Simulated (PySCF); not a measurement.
## C4H3F2O2 (charge −1): NMR shielding calculation

System: C4H3F2O2, charge −1.
Method: GIAO PBE0/pcSseg-1 NMR shielding, non-relativistic, gas phase (PySCF 2.14.0).

The geometry comes from this level: GFN2-xTB, MD frame at 1000 fs, 300 K. It belongs to a series of runs on one base structure; here: MD frame at 1000 fs, 300 K. Figures and captions count atoms from 1; the log counts them from 0 in places.

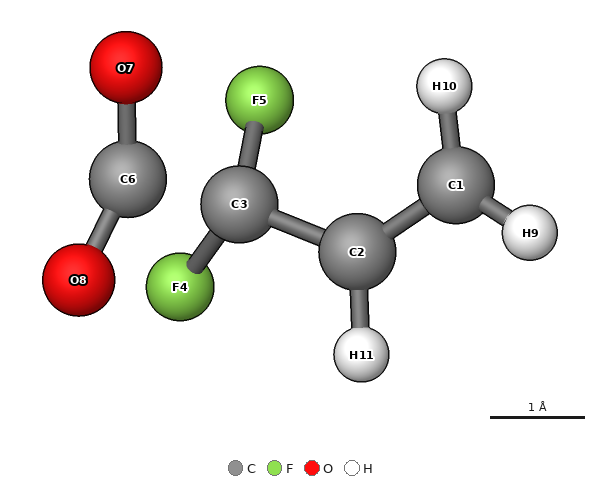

Figure 1. The input geometry (ball-and-stick view, seen at a tilt; atoms are numbered from 1 in the order of the input). Sticks are drawn by distance; a stretched bond gets none, so the picture shows separate pieces. Bond lengths as drawn: C–C 1.33 to 1.45 Å, C–F 1.40 to 1.45 Å, C–H 1.04 to 1.09 Å and C–O 1.22 to 1.23 Å.

### Summary

- outcome: converged
- total energy: −503.815569 hartree
- HOMO: −1.47 eV
- LUMO: 3.61 eV
- isotropic shielding, C: 26.1 to 82.3 ppm
- isotropic shielding, F: 275.0 to 283.2 ppm
- isotropic shielding, O: 28.0 to 52.8 ppm
- isotropic shielding, H: 24.9 to 27.6 ppm
- hardware: 1 CPU thread, shared host
- wall time: 28 s
- peak memory: 0.72 GiB

### The input
```
{"job": {"kind": "nmr", "xc": "PBE0", "basis": "pcSseg-1", "pop": false}, "charge": -1, "multiplicity": 1}
C      1.597200    -0.600700     0.024600
C      0.442300    -1.199400     0.319300
C     -0.869200    -0.890900    -0.218600
F     -1.751600    -2.033300    -0.287000
F     -0.784300    -0.587800    -1.580400
C     -1.716200     0.329400     0.739500
O     -1.596000     1.438600     0.220000
O     -2.235500    -0.257400     1.671300
H      2.436200    -0.860700     0.578000
H      1.554500     0.277300    -0.575500
H      0.425000    -2.036100     1.022900
```

The first line tells a small driver script what to run in PySCF; the rest is the geometry in Å.

Launch command:
```bash
OMP_NUM_THREADS=1 python <driver script> task.json out
```

### Output
```
coarse grid: 10552 points
cycle   1  E = -503.4503637620  dE =  1.117e+00  |g| = 1.253e+00  |ddm| = 3.060e+00
cycle   2  E = -502.8387068495  dE =  6.117e-01  |g| = 2.252e+00  |ddm| = 2.340e+00
cycle   3  E = -503.7246061710  dE = -8.859e-01  |g| = 1.883e-01  |ddm| = 1.640e+00
cycle   4  E = -503.7311734941  dE = -6.567e-03  |g| = 9.401e-02  |ddm| = 2.409e-01
cycle   5  E = -503.7326164852  dE = -1.443e-03  |g| = 5.086e-02  |ddm| = 9.051e-02
cycle   6  E = -503.7331191429  dE = -5.027e-04  |g| = 1.120e-02  |ddm| = 3.722e-02
cycle   7  E = -503.7331394714  dE = -2.033e-05  |g| = 4.114e-03  |ddm| = 9.509e-03
cycle   8  E = -503.7331431267  dE = -3.655e-06  |g| = 9.472e-04  |ddm| = 3.219e-03
final grid: 106576 points
cycle   9  E = -503.8155343821  dE = -2.266e-05  |g| = 1.353e-02  |ddm| = 2.449e-02
cycle  10  E = -503.8154783489  dE =  5.603e-05  |g| = 2.234e-02  |ddm| = 2.389e-02
cycle  11  E = -503.8155683586  dE = -9.001e-05  |g| = 1.432e-03  |ddm| = 1.464e-02
cycle  12  E = -503.8155687682  dE = -4.096e-07  |g| = 4.943e-04  |ddm| = 1.323e-03
cycle  13  E = -503.8155688117  dE = -4.344e-08  |g| = 2.403e-04  |ddm| = 4.942e-04
cycle  14  E = -503.8155688228  dE = -1.117e-08  |g| = 5.468e-05  |ddm| = 1.841e-04
cycle  15  E = -503.8155688234  dE = -5.396e-10  |g| = 2.269e-05  |ddm| = 5.615e-05
```

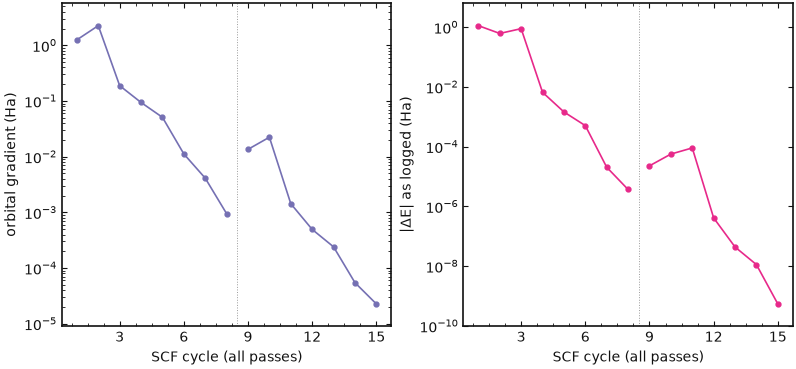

Figure 2. Convergence of the self-consistent field: orbital gradient and size of the energy change against the SCF cycle. The dotted line marks the change from a coarse to the final integration grid. The first 8 cycles use a coarse grid, the final grid takes over at cycle 9, and the field converges after 15 cycles in all.

```
converged SCF energy = -503.8155688234

GIAO shielding tensors (ppm)
atom      isotropic    diamagn.    paramagn.     s11        s22        s33       span
  0 C       82.307     256.644    -174.337    -27.859     98.045    176.734    204.593
  1 C       30.818     256.547    -225.729    -90.880     37.348    145.986    236.866
  2 C       41.979     244.547    -202.568     17.970     44.511     63.455     45.485
  3 F      274.974     474.740    -199.766    112.155    320.757    392.010    279.855
  4 F      283.187     477.684    -194.497    168.121    310.625    370.814    202.693
  5 C       26.111     249.794    -223.683    -76.826     18.215    136.945    213.771
  6 O       52.765     405.234    -352.469    -84.548     55.859    186.985    271.533
  7 O       28.000     403.965    -375.965   -126.177     18.637    191.541    317.717
  8 H       27.608      31.998      -4.390     24.480     27.078     31.266      6.786
  9 H       26.764      33.266      -6.502     23.330     25.892     31.070      7.740
 10 H       24.884      30.938      -6.054     22.195     24.205     28.252      6.056
```

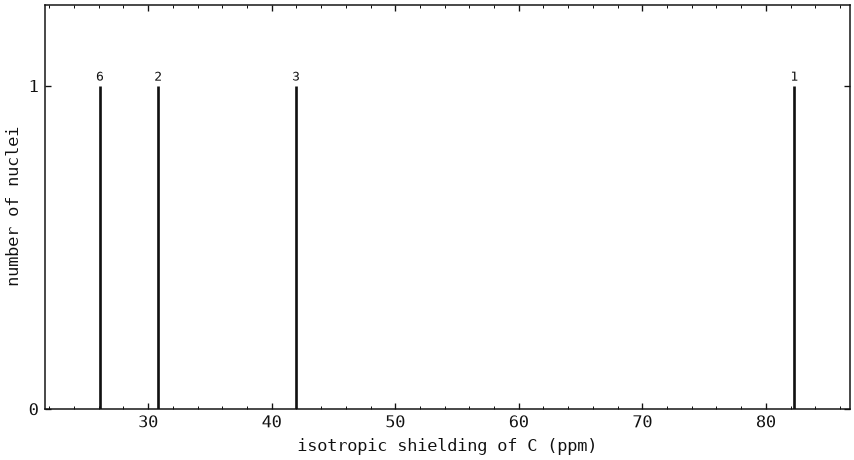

Figure 3. Isotropic shieldings of the carbon nuclei in this fixed geometry, labelled by atom number; shielding grows to the right, so chemical shift grows to the left. The least shielded is C6 (26.1 ppm), the most shielded C1 (82.3 ppm).
